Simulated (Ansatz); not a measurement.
# NH3 (ammonia) at 6 levels

We compute a comparison of 6 runs (HF/6-31G, HSE06/3-21G, r2SCAN0/6-31G, revPBE/3-21G, wB97M-V/3-21G, UMP2/3-21G) of NH3 (ammonia). 

The calculation is run with Ansatz 0.2.0.

48 further runs of the same task are left out: 48 set aside as unsound or not needed.

## Step 1: Starting point

The species is NH3 (4 atoms), meant as a singlet with charge 0. As SMILES, `N`. The H2–N1 distance was set to 2.025 Å, away from the relaxed value. At this shape a bond of the SMILES string is far longer than usual.

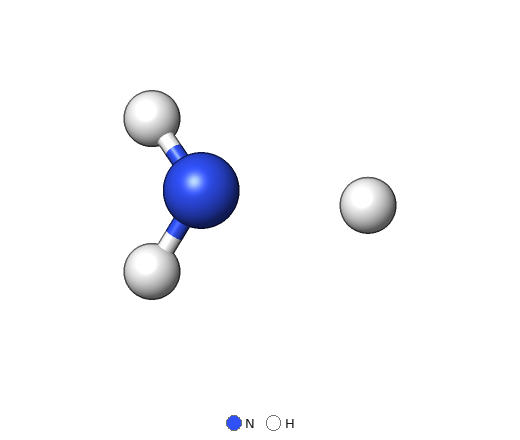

The structure, seen from a chosen angle (nitrogen blue, hydrogen white).

## Step 2: A single-point energy at HF/6-31G (run 1)

Input file in.yaml:

```yaml
basis:
  gaussian:
    orbitals: 6-31G
crystal:
  periodic: [false, false, false]
  atoms:
    - {symbol: "N", position_ang: [-0.630317, 0.800787, -0.527351]}
    - {symbol: H, position_ang: [0.490470, -0.301820, 0.749180]}
    - {symbol: H, position_ang: [-1.447887, 0.249377, -0.757191]}
    - {symbol: H, position_ang: [-0.093487, 0.905597, -1.379481]}
accuracy: high
total_charge: 0
hamiltonian:
  xc: hf
```

Launch:

```console
$ ansatz run in.yaml --threads 1 --pin off --max-ram 3480MiB --events-out events.jsonl --progress --plain --runs-dir runs
```

The log of the run:

```text
Warning: RAYON_NUM_THREADS=1 ignored (pool sized by the plan → 1); use --threads N
Functional definition: HF
  name "HF"
  exchange = exact_x
  correlation = 0
349 factors; integrals over basis functions are off by at most 2.9e-9 eV
mean field evaluation 1: about -1519.4693 eV, gradient 3.2e1 eV
mean field evaluation 2: about -1519.4682 eV, gradient 3.2e1 eV
mean field evaluation 4: about -1522.7893 eV, gradient 3.2e0 eV
mean field evaluation 8: about -1522.8459 eV, gradient 1.9e-4 eV
mean field -1522.84594758 eV, -55.9635563515 hartree, gradient 2.6e-8 eV, S^2 0.000000; 0 other end points of the search recorded, 0 dependent functions left out
reference -1522.84594758 eV, -55.9635563515 hartree; 5, 5 occupied and 10, 10 virtual orbitals, 349 factors
Total energy: -1522.84594758 eV, -55.9635563515 hartree
```

It took 0.08 s on 1 thread of Intel Xeon 6975P-C (Granite Rapids), shared host.

## Step 3: A single-point energy at HSE06/3-21G (run 2)

Input file run.yaml:

```yaml
crystal:
  periodic: [false, false, false]
  atoms:
    - symbol: "N"
      position_ang: [-0.630317, 0.800787, -0.527351]
    - symbol: H
      position_ang: [0.490470, -0.301820, 0.749180]
    - symbol: H
      position_ang: [-1.447887, 0.249377, -0.757191]
    - symbol: H
      position_ang: [-0.093487, 0.905597, -1.379481]
basis:
  gaussian:
    orbitals: 3-21G.json
hamiltonian:
  xc: {name: HSE06}
accuracy: high
```

The basis set 3-21G is read from a file made from the Basis Set Exchange's data (not shown).

Launch:

```console
$ ansatz run run.yaml --threads 1 --pin off --max-ram 3480MiB --events-out events.jsonl --progress --plain --runs-dir runs
```

The log of the run:

```text
Warning: RAYON_NUM_THREADS=1 ignored (pool sized by the plan → 1); use --threads N
Functional definition: HSE06
  name "HSE06"
  parameter a = 0.25
  parameter omega = 0.11/bohr
  exchange = pbe_x - a*pbe_x_sr(omega) + a*exact_x_sr(omega)
  correlation = pbe_c
287 factors; integrals over basis functions are off by at most 6.1e-9 eV
58 factors; integrals over basis functions are off by at most 4.0e-10 eV
mean field evaluation 1: about -1516.4462 eV, gradient 5.1e1 eV
mean field evaluation 2: about -1500.0098 eV, gradient 7.9e1 eV
mean field evaluation 4: about -1522.6698 eV, gradient 1.4e1 eV
mean field evaluation 8: about -1523.4869 eV, gradient 3.4e-1 eV
mean field evaluation 16: about -1523.4874 eV, gradient 9.1e-6 eV
mean field -1523.48741896 eV, -55.9871299898 hartree, gradient 1.4e-8 eV, S^2 0.000000; 0 other end points of the search recorded, 0 dependent functions left out
reference -1523.48742026 eV, -55.9871300377 hartree; 5, 5 occupied and 10, 10 virtual orbitals, 287 factors
Total energy: -1523.48742026 eV, -55.9871300377 hartree
```

Wall time 0.44 s (1 thread of Intel Xeon 6975P-C (Granite Rapids), shared host).

Runs 3 to 4 aren't shown in full; the table further down has their settings and results.

## Step 4: A single-point energy at wB97M-V/3-21G (run 5)

Input file molecule.yaml:

```yaml
crystal:
  periodic: [false, false, false]
  atoms:
    - symbol: N
      position_ang: [-0.630317, 0.800787, -0.527351]
    - symbol: H
      position_ang: [0.490470, -0.301820, 0.749180]
    - symbol: H
      position_ang: [-1.447887, 0.249377, -0.757191]
    - symbol: H
      position_ang: [-0.093487, 0.905597, -1.379481]
basis:
  gaussian:
    orbitals: 3-21G.json
hamiltonian:
  xc: {name: wB97M-V}
accuracy: high
```

The basis set 3-21G is read from a file made from the Basis Set Exchange's data (not shown).

Launch:

```console
$ ansatz run molecule.yaml --threads 1 --pin off --max-ram 3480MiB --events-out events.jsonl --progress --plain --runs-dir runs
```

The log of the run:

```text
Warning: RAYON_NUM_THREADS=1 ignored (pool sized by the plan → 1); use --threads N
Functional definition: wB97M-V
  name "wB97M-V"
  parameter omega = 0.3/bohr
  parameter cx = 0.15
  parameter cx01 = 1.007
  parameter cx10 = 0.259
  parameter css00 = 0.443
  parameter css04 = -1.437
  parameter css10 = -4.535
  parameter css20 = -3.390
  parameter css43 = 4.278
  parameter cos00 = 1.000
  parameter cos10 = 1.358
  parameter cos20 = 2.924
  parameter cos21 = -8.812
  parameter cos60 = -1.390
  parameter cos61 = 9.142
  parameter b = 6.0
  parameter c = 0.01
  gx(w, u) = 1 - cx + cx01*u + cx10*w
  gss(w, u) = css00 + css04*u^4 + css10*w + css20*w^2 + css43*w^4*u^3
  gos(w, u) = cos00 + cos10*w + (cos20 + cos21*u)*w^2 + (cos60 + cos61*u)*w^6
  exchange = spin_sum(e_x_unif_sr(omega)*gx(b97_w, b97_u_x)) + cx*exact_x_sr(omega) + exact_x_lr(omega)
  correlation = spin_sum(e_c_pw_mod_same_spin*gss(b97_w, b97_u_same))
      + integral(e_c_pw_mod_opposite_spin*gos(b97_w_opposite, b97_u_opposite)) + vv10(b, c)
287 factors; integrals over basis functions are off by at most 6.1e-9 eV
121 factors; integrals over basis functions are off by at most 1.1e-9 eV
mean field evaluation 1: about -1519.6746 eV, gradient 4.1e1 eV
mean field evaluation 2: about -1516.7038 eV, gradient 5.4e1 eV
mean field evaluation 4: about -1524.4267 eV, gradient 1.3e0 eV
mean field evaluation 8: about -1524.4229 eV, gradient 1.5e-2 eV
mean field evaluation 16: about -1524.4229 eV, gradient 4.2e-7 eV
mean field -1524.42289987 eV, -56.0215082791 hartree, gradient 1.3e-8 eV, S^2 0.000000; 0 other end points of the search recorded, 0 dependent functions left out
reference -1524.42290175 eV, -56.0215083483 hartree; 5, 5 occupied and 10, 10 virtual orbitals, 287 factors
Total energy: -1524.42290175 eV, -56.0215083483 hartree
```

Wall time 2.5 s (1 thread of Intel Xeon 6975P-C (Granite Rapids), shared host); peak memory 0.18 GiB.

## Step 5: A single-point energy at UMP2/3-21G (run 6)

Input file run.yaml:

```yaml
crystal:
  periodic: [false, false, false]
  atoms:
    - {symbol: N, position_ang: [-0.630317, 0.800787, -0.527351]}
    - {symbol: H, position_ang: [0.490470, -0.301820, 0.749180]}
    - {symbol: H, position_ang: [-1.447887, 0.249377, -0.757191]}
    - {symbol: H, position_ang: [-0.093487, 0.905597, -1.379481]}
basis:
  gaussian:
    orbitals: 3-21G.json
magnetization:
  spin_polarized: true
  initial_magnetization: 0
correlation:
  method: mp2
  frozen_orbitals: {H: 0, "N": 1}
accuracy: high
```

The basis set 3-21G is read from a file made from the Basis Set Exchange's data (not shown).

Launch:

```console
$ ansatz run run.yaml --threads 1 --pin off --max-ram 3480MiB --events-out events.jsonl --progress --plain --runs-dir runs
```

The log of the run:

```text
Warning: RAYON_NUM_THREADS=1 ignored (pool sized by the plan → 1); use --threads N
[... 4 set-up lines as earlier in the session ...]
287 factors; integrals over basis functions are off by at most 6.1e-9 eV
mean field evaluation 1: about -1512.0181 eV, gradient 2.1e1 eV
mean field evaluation 2: about -1512.0158 eV, gradient 2.1e1 eV
mean field evaluation 4: about -1514.8428 eV, gradient 2.3e0 eV
mean field evaluation 8: about -1514.8860 eV, gradient 4.7e-4 eV
mean field evaluation 16: about -1516.7923 eV, gradient 2.1e0 eV
mean field evaluation 32: about -1516.9052 eV, gradient 1.4e-1 eV
mean field -1516.90635060 eV, -55.7452801885 hartree, gradient 2.9e-8 eV, S^2 0.887934; 6 other end points of the search recorded, 0 dependent functions left out
1 core orbitals not correlated: weight in the atoms' cores, before any rotation towards them, 1.000 or more for the frozen orbitals, at most 0.000 for the correlated occupied ones
reference -1516.90635060 eV, -55.7452801885 hartree; 4, 4 occupied and 10, 10 virtual orbitals, 287 factors
second order -2.34300502 eV of doubles, -0.00000000 eV of singles
Total energy: -1519.24935562 eV, -55.8313840348 hartree
```

It took 0.16 s on 1 thread of Intel Xeon 6975P-C (Granite Rapids), shared host.

## Step 6: All runs side by side

```tsv
run	level	frozen core orbitals	energy (Eh)	wall time
1	HF/6-31G	–	-55.963556	0.08 s
2	HSE06/3-21G	–	-55.987130	0.44 s
3	r2SCAN0/6-31G	–	-56.306925	0.56 s
4	revPBE/3-21G	–	-56.057564	0.26 s
5	wB97M-V/3-21G	–	-56.021508	2.5 s
6	UMP2/3-21G	1	-55.831384	0.16 s
```

## Step 7: Outcome

| quantity | value |
| --- | --- |
| run 6: total energy | -55.83138 Eh |
| run 6: correlation energy (1 core orbital frozen) | -86.1 mEh |
| run 6: ⟨S²⟩ of the reference determinant | 0.888 |

Totals of different functionals can't be ranked against each other. In runs 1, 2, 3, 4, 5 a closed-shell determinant meets a far-stretched bond, which it describes badly. Spin contamination of the reference: run 6 ⟨S²⟩ = 0.89. Where it is this large, the reference is a mixture of spin states, and values that rest on it are in doubt. All runs together took 4 s, the longest 2.5 s.
